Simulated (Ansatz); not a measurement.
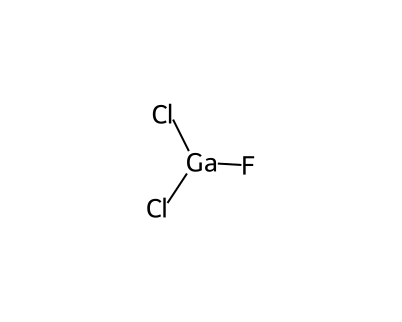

The picture comes from a calculation with Ansatz.

Skeletal drawing of a molecule.

> Transcribe the drawing into SMILES.

[F][Ga]([Cl])[Cl]

> Give the formula, hydrogens included.

GaCl2F.

> An optimisation with PBE0-D4/def2-TZVP gave a structure of which point group?

C2v.
